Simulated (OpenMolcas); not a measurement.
## Single-point calculation of Si2H6O (part 2 of 2)

The same run, continued: Si2H6O; X3LYP/ANO-XS-VDZP, UKS, DKH2 (OpenMolcas 26.06). A bond length was changed on purpose from its optimised value.

Geometry of the input (Å):
```
Si -0.9886  0.9169  -0.6938
O  -0.0934  -0.1311  0.1523
Si 0.5368  -1.2315  1.1559
H  -2.0300  0.1489  -1.3744
H  0.1674  1.7072  -1.8637
H  -1.5578  1.8736  0.2536
H  1.9566  -1.2922  0.8178
H  -0.1508  -2.4964  0.9034
H  0.3100  -0.7599  2.5207
```

What the program printed, continued
```
::    Total KS-DFT energy                            -658.9932951630
      One-electron energy                           -1268.2545300112
      Two-electron energy                             450.6429928396
      Nuclear repulsion energy                        158.6182420086
      Kinetic energy (interpolated)                   664.8034436922
      Virial theorem                                    0.9912603513
      Total spin, S(S+1)                               -0.0000000000
      Total spin, S                                    -0.0000000000
      Max non-diagonal density matrix element           0.0000000175
      Max non-diagonal Fock matrix element              0.0000000005

      All orbitals with orbital energies smaller than  E(LUMO)+0.5 are printed

++    Molecular orbitals:
      -------------------

      Title: UKS-DFT orbitals (alpha)

      Molecular orbitals for symmetry species 1: a

          Orbital            1         2         3         4         5         6         7         8         9        10
          Energy          -66.3935  -66.3732  -19.1798   -5.3641   -5.3494   -3.6928   -3.6899   -3.6893   -3.6780   -3.6744
          Occ. No.          1.0000    1.0000    1.0000    1.0000    1.0000    1.0000    1.0000    1.0000    1.0000    1.0000

          Orbital           11        12        13        14        15        16        17        18        19        20
          Energy           -3.6744   -1.0103   -0.6133   -0.5082   -0.4355   -0.4202   -0.4115   -0.3619   -0.3415   -0.3072
          Occ. No.          1.0000    1.0000    1.0000    1.0000    1.0000    1.0000    1.0000    1.0000    1.0000    1.0000

          Orbital           21        22        23        24        25        26        27        28        29        30
          Energy           -0.2915    0.0098    0.0290    0.0647    0.0936    0.0984    0.1079    0.1090    0.1371    0.2543
          Occ. No.          1.0000    0.0000    0.0000    0.0000    0.0000    0.0000    0.0000    0.0000    0.0000    0.0000

          Orbital           31        32        33        34        35        36        37        38        39        40
          Energy            0.2962    0.3029    0.3172    0.3234    0.3769    0.3845    0.3924    0.4120    0.4171    0.4268
          Occ. No.          0.0000    0.0000    0.0000    0.0000    0.0000    0.0000    0.0000    0.0000    0.0000    0.0000

--

++    Static properties:
      ------------------

      LoProp Charges per center

                   SI1      O2       SI3      H4       H5       H6       H7       H8       H9
      Nuclear     14.0000   8.0000  14.0000   1.0000   1.0000   1.0000   1.0000   1.0000   1.0000
      Electronic -13.2058  -8.8909 -13.1638  -1.1197  -1.1195  -1.1199  -1.1234  -1.1284  -1.1286

      Total        0.7942  -0.8909   0.8362  -0.1197  -0.1195  -0.1199  -0.1234  -0.1284  -0.1286
--

      All orbitals with orbital energies smaller than  E(LUMO)+0.5 are printed

++    Molecular orbitals:
      -------------------

      Title: UKS-DFT orbitals (beta)

      Molecular orbitals for symmetry species 1: a

          Orbital            1         2         3         4         5         6         7         8         9        10
          Energy          -66.3935  -66.3732  -19.1798   -5.3641   -5.3494   -3.6928   -3.6899   -3.6893   -3.6780   -3.6744
          Occ. No.          1.0000    1.0000    1.0000    1.0000    1.0000    1.0000    1.0000    1.0000    1.0000    1.0000

          Orbital           11        12        13        14        15        16        17        18        19        20
          Energy           -3.6744   -1.0103   -0.6133   -0.5082   -0.4355   -0.4202   -0.4115   -0.3619   -0.3415   -0.3072
          Occ. No.          1.0000    1.0000    1.0000    1.0000    1.0000    1.0000    1.0000    1.0000    1.0000    1.0000

          Orbital           21        22        23        24        25        26        27        28        29        30
          Energy           -0.2915    0.0098    0.0290    0.0647    0.0936    0.0984    0.1079    0.1090    0.1371    0.2543
          Occ. No.          1.0000    0.0000    0.0000    0.0000    0.0000    0.0000    0.0000    0.0000    0.0000    0.0000

          Orbital           31        32        33        34        35        36        37        38        39        40
          Energy            0.2962    0.3029    0.3172    0.3234    0.3769    0.3845    0.3924    0.4120    0.4171    0.4268
          Occ. No.          0.0000    0.0000    0.0000    0.0000    0.0000    0.0000    0.0000    0.0000    0.0000    0.0000

--

++    Molecular charges:
      ------------------

      Mulliken charges per centre and basis function type
      ---------------------------------------------------

                            SI1                     O2                      SI3                     H4                      H5                      H6
                     alpha        beta       alpha        beta       alpha        beta       alpha        beta       alpha        beta       alpha        beta
      1s           1.0000      1.0000      0.9993      0.9993      1.0000      1.0000      0.5223      0.5223      0.5485      0.5485      0.5224      0.5224
      2s           0.9997      0.9997      0.8593      0.8593      0.9990      0.9990     -0.0067     -0.0067     -0.0047     -0.0047     -0.0067     -0.0067
      2px          1.0009      1.0009      0.8351      0.8351      1.0004      1.0004      0.0012      0.0012      0.0005      0.0005      0.0005      0.0005
      2pz          1.0006      1.0006      0.8124      0.8124      1.0011      1.0011      0.0006      0.0006      0.0005      0.0005      0.0011      0.0011
      2py          1.0010      1.0010      0.7891      0.7891      1.0013      1.0013      0.0007      0.0007      0.0003      0.0003      0.0010      0.0010
      3s           0.5902      0.5902     -0.0025     -0.0025      0.5701      0.5701      0.0000      0.0000      0.0000      0.0000      0.0000      0.0000
      3px          0.3407      0.3407     -0.0048     -0.0048      0.3807      0.3807      0.0000      0.0000      0.0000      0.0000      0.0000      0.0000
      3pz          0.3501      0.3501     -0.0056     -0.0056      0.3313      0.3313      0.0000      0.0000      0.0000      0.0000      0.0000      0.0000
      3py          0.3226      0.3226     -0.0062     -0.0062      0.3148      0.3148      0.0000      0.0000      0.0000      0.0000      0.0000      0.0000
      4s           0.0038      0.0038      0.0000      0.0000      0.0020      0.0020      0.0000      0.0000      0.0000      0.0000      0.0000      0.0000
      3d2+         0.0230      0.0230      0.0003      0.0003      0.0453      0.0453      0.0000      0.0000      0.0000      0.0000      0.0000      0.0000
      3d1+         0.0415      0.0415      0.0004      0.0004      0.0162      0.0162      0.0000      0.0000      0.0000      0.0000      0.0000      0.0000
      3d0          0.0169      0.0169      0.0003      0.0003      0.0555      0.0555      0.0000      0.0000      0.0000      0.0000      0.0000      0.0000
      3d1-         0.0435      0.0435      0.0006      0.0006      0.0273      0.0273      0.0000      0.0000      0.0000      0.0000      0.0000      0.0000
      3d2-         0.0417      0.0417      0.0005      0.0005      0.0284      0.0284      0.0000      0.0000      0.0000      0.0000      0.0000      0.0000
      4px          0.0022      0.0022      0.0000      0.0000      0.0008      0.0008      0.0000      0.0000      0.0000      0.0000      0.0000      0.0000
      4pz          0.0010      0.0010      0.0000      0.0000      0.0057      0.0057      0.0000      0.0000      0.0000      0.0000      0.0000      0.0000
      4py          0.0054      0.0054      0.0000      0.0000      0.0071      0.0071      0.0000      0.0000      0.0000      0.0000      0.0000      0.0000
      Total        6.7849      6.7849      4.2785      4.2785      6.7871      6.7871      0.5182      0.5182      0.5452      0.5452      0.5183      0.5183
      Total             13.5697                  8.5569                 13.5743                  1.0364                  1.0904                  1.0365

      Charge            0.4303                 -0.5569                  0.4257                 -0.0364                 -0.0904                 -0.0365

                            H7                      H8                      H9
                     alpha        beta       alpha        beta       alpha        beta
      1s           0.5245      0.5245      0.5271      0.5271      0.5272      0.5272
      2s          -0.0059     -0.0059     -0.0062     -0.0062     -0.0062     -0.0062
      2px          0.0020      0.0020      0.0006      0.0006      0.0003      0.0003
      2pz          0.0003      0.0003      0.0002      0.0002      0.0018      0.0018
      2py          0.0002      0.0002      0.0016      0.0016      0.0004      0.0004
      3s           0.0000      0.0000      0.0000      0.0000      0.0000      0.0000
      3px          0.0000      0.0000      0.0000      0.0000      0.0000      0.0000
      3pz          0.0000      0.0000      0.0000      0.0000      0.0000      0.0000
      3py          0.0000      0.0000      0.0000      0.0000      0.0000      0.0000
      4s           0.0000      0.0000      0.0000      0.0000      0.0000      0.0000
      3d2+         0.0000      0.0000      0.0000      0.0000      0.0000      0.0000
      3d1+         0.0000      0.0000      0.0000      0.0000      0.0000      0.0000
      3d0          0.0000      0.0000      0.0000      0.0000      0.0000      0.0000
      3d1-         0.0000      0.0000      0.0000      0.0000      0.0000      0.0000
      3d2-         0.0000      0.0000      0.0000      0.0000      0.0000      0.0000
      4px          0.0000      0.0000      0.0000      0.0000      0.0000      0.0000
      4pz          0.0000      0.0000      0.0000      0.0000      0.0000      0.0000
      4py          0.0000      0.0000      0.0000      0.0000      0.0000      0.0000
      Total        0.5210      0.5210      0.5234      0.5234      0.5235      0.5235
      Total              1.0421                  1.0467                  1.0469

      Charge           -0.0421                 -0.0467                 -0.0469

      Total electronic charge=   42.000000

      Total            charge=   -0.000000
--

++    Static properties:
      ------------------

      LoProp Charges per center

                   SI1      O2       SI3      H4       H5       H6       H7       H8       H9
      Nuclear     14.0000   8.0000  14.0000   1.0000   1.0000   1.0000   1.0000   1.0000   1.0000
      Electronic -13.2058  -8.8909 -13.1638  -1.1197  -1.1195  -1.1199  -1.1234  -1.1284  -1.1286

      Total        0.7942  -0.8909   0.8362  -0.1197  -0.1195  -0.1199  -0.1234  -0.1284  -0.1286
--

++    Natural Bond Order analysis
      ---------------------------
      Based on LoProp computed density
      -------------------------------------------------------------------------------------
      Atom A       Atom B       Bond Order
      -------------------------------------------------------------------------------------
      NBO located      1.004 non-bonded electrons on atom SI1
      NBO located      1.000 non-bonded electrons on atom SI1
      NBO located      0.996 non-bonded electrons on atom SI1
      NBO located      0.998 non-bonded electrons on atom SI1
      NBO located      0.997 non-bonded electrons on atom SI1
      NBO located      0.931 non-bonded electrons on atom O2
      NBO located      1.004 non-bonded electrons on atom O2
      NBO located      1.006 non-bonded electrons on atom SI3
      NBO located      1.000 non-bonded electrons on atom SI3
      NBO located      0.997 non-bonded electrons on atom SI3
      NBO located      0.996 non-bonded electrons on atom SI3
      NBO located      0.995 non-bonded electrons on atom SI3
      The remaining   11.940 electrons are to be considered as diffuse
--

++    Molecular orbitals:
      -------------------

      Title: Natural orbitals

      Molecular orbitals for symmetry species 1: a

          Orbital            1         2         3         4         5         6         7         8         9        10
          Energy          -66.3935  -66.3732  -19.1798   -5.3641   -5.3494   -3.6928   -3.6899   -3.6893   -3.6780   -3.6744
          Occ. No.          2.0000    2.0000    2.0000    2.0000    2.0000    2.0000    2.0000    2.0000    2.0000    2.0000

          Orbital           11        12        13        14        15        16        17        18        19        20
          Energy           -3.6744   -1.0103   -0.6133   -0.5082   -0.4355   -0.4202   -0.4115   -0.3619   -0.3415   -0.3072
          Occ. No.          2.0000    2.0000    2.0000    2.0000    2.0000    2.0000    2.0000    2.0000    2.0000    2.0000

          Orbital           21        22        23        24        25        26        27        28        29        30
          Energy           -0.2915    0.0098    0.0290    0.0647    0.0938    0.0986    0.1118    0.1202    0.1526    0.2613
          Occ. No.          2.0000    0.0000    0.0000    0.0000    0.0000    0.0000    0.0000    0.0000    0.0000    0.0000

          Orbital           31        32        33        34        35        36        37        38        39        40
          Energy            0.3705    0.6971    0.3531    1.0079    0.3654    0.8633    0.8628    0.3683    0.3915    1.0353
          Occ. No.          0.0000    0.0000    0.0000    0.0000    0.0000    0.0000    0.0000    0.0000    0.0000    0.0000

          Orbital           41        42        43        44        45        46        47        48        49        50
          Energy            0.7574    0.5103    0.4023    0.4209    0.6249    0.4627    0.8432    1.1313    1.1256    2.4471
          Occ. No.          0.0000    0.0000    0.0000    0.0000    0.0000    0.0000    0.0000    0.0000    0.0000    0.0000

          Orbital           51        52        53        54        55        56        57        58        59        60
          Energy            2.6243    2.2325    0.5478    1.0431    0.5390    2.4099    2.2656    0.5555    1.6684    2.3297
          Occ. No.          0.0000    0.0000    0.0000    0.0000    0.0000    0.0000    0.0000    0.0000    0.0000    0.0000

          Orbital           61        62        63        64        65        66        67        68        69        70
          Energy            1.6089    3.0789    2.5623    2.7736    2.5340    2.6176    2.3716    2.4120    2.3032    2.5429
          Occ. No.          0.0000    0.0000    0.0000    0.0000    0.0000    0.0000    0.0000    0.0000    0.0000    0.0000

          Orbital           71        72        73        74        75        76        77        78
          Energy            2.9238    2.8771    2.4875    2.2244    2.2013    2.3673    2.5236    2.9234
          Occ. No.          0.0000    0.0000    0.0000    0.0000    0.0000    0.0000    0.0000    0.0000

--

++    Molecular properties:
      ---------------------

      Charge (e):
                      =   -0.0000
      Dipole Moment (debye):
      Origin of the operator (angstrom)=   -0.1981   -0.1503    0.2132
                   X= -4.8734E-01               Y= -3.8474E-01               Z=  5.6494E-01           Total=  8.3945E-01
      Quadrupole Moment (debye*angstrom):
      Origin of the operator (angstrom)=   -0.1981   -0.1503    0.2132
                  XX= -3.5003E+01              XY= -1.4414E+00              XZ=  1.2484E+00              YY= -3.5439E+01
                  YZ= -1.9118E-01              ZZ= -3.6160E+01
      In traceless form (debye*angstrom)
                  XX=  7.9650E-01              XY= -2.1621E+00              XZ=  1.8727E+00              YY=  1.4317E-01
                  YZ= -2.8676E-01              ZZ= -9.3967E-01
--

--- Stop Module: scf /rc=_RC_ALL_IS_WELL_ ---
--- Module scf spent 15 seconds ---

.##################.
.# Happy landing! #.
.##################.

    Timing: Wall=17.47 User=15.38 System=2.08
```

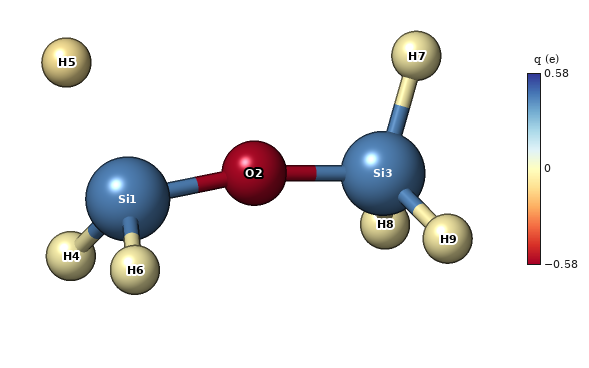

Fig. 1: Mulliken charges, as the colour of each atom (ball-and-stick view, seen at a tilt; atoms are numbered from 1 in the order of the input). By element: Si +0.43, O −0.56 and H −0.09 to −0.04 e.

Results in brief

| quantity | value |
| --- | --- |
| outcome | converged |
| total energy | −658.993295 hartree |
| basis functions | 80 |
| HOMO | −7.93 eV |
| LUMO | 0.27 eV |
| dipole moment | 0.84 debye |
| wall time | 18 s |
| peak memory | 0.45 GiB |
